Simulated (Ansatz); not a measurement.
**Errors in the atomisation enthalpy at 298 K**

6 molecules with open shells; the atomisation enthalpy at 298 K in kJ/mol, computed less measured. Shapes, held fixed at every level: PBE0-D4/def2-TZVP. Flexible molecules stand in one conformer, not always the lowest. Thermal terms are harmonic and unscaled (PBE0-D4/def2-TZVP); the spin-orbit lowering of the free atoms is taken from their spectra. Programs: Ansatz 0.2.0. Measured values: Active Thermochemical Tables.

Levels: A = r2SCAN-D4/def2-TZVPP; B = r2SCAN0-D4/def2-TZVPP; C = B2PLYP/def2-TZVPP.

```json
{"molecule": "N2H (dinitrogen monohydride)", "from tabulated heats": "913", "A": "-2", "B": "-57", "C": "+7"}
{"molecule": "C2HO (ethynyloxy radical)", "from tabulated heats": "1723", "A": "+45", "B": "-28", "C": "+1"}
{"molecule": "CH2N (SMILES C=[N])", "from tabulated heats": "1387", "A": "+8", "B": "-30", "C": "-3"}
{"molecule": "CH3O (hydroxymethyl radical)", "from tabulated heats": "1636", "A": "+15", "B": "-20", "C": "-13"}
{"molecule": "C2H3O (acetyl radical)", "from tabulated heats": "2347", "A": "+22", "B": "-36", "C": "-12"}
{"molecule": "C2H5O (ethoxy radical)", "from tabulated heats": "2784", "A": "+28", "B": "-14", "C": "-20"}
```

(1) Which level does best on this set, which worst, and which err to one side?

Answers

(1) 
```tsv
level	kind	mean error	mean absolute error	worst case
r2SCAN-D4/def2-TZVPP	meta-GGA	+19.3	20.0	C2HO
r2SCAN0-D4/def2-TZVPP	global hybrid	-30.8	30.8	N2H
B2PLYP/def2-TZVPP	double hybrid	-6.7	9.3	C2H5O
```

On this set B2PLYP/def2-TZVPP has the smallest mean absolute error and r2SCAN0-D4/def2-TZVPP the largest. r2SCAN-D4/def2-TZVPP is too high in 5 of 6; r2SCAN0-D4/def2-TZVPP is too low in 6 of 6; B2PLYP/def2-TZVPP is too low in 4 of 6. For r2SCAN-D4/def2-TZVPP the error grows with the size of the molecule. Spin contamination: N2H (⟨S²⟩ up to 0.85), C2HO (⟨S²⟩ up to 0.81), CH2N (⟨S²⟩ up to 0.93). Open shells run unrestricted. The set is small.

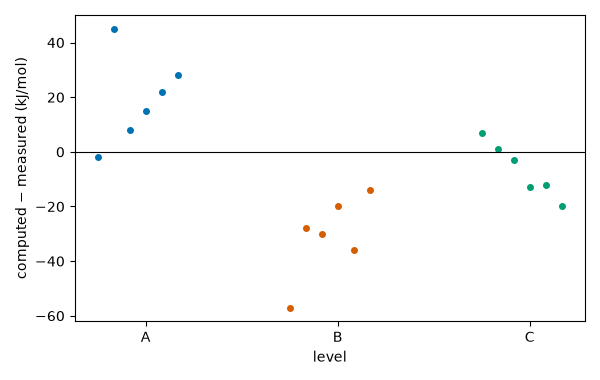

Errors of each level, one point a molecule.
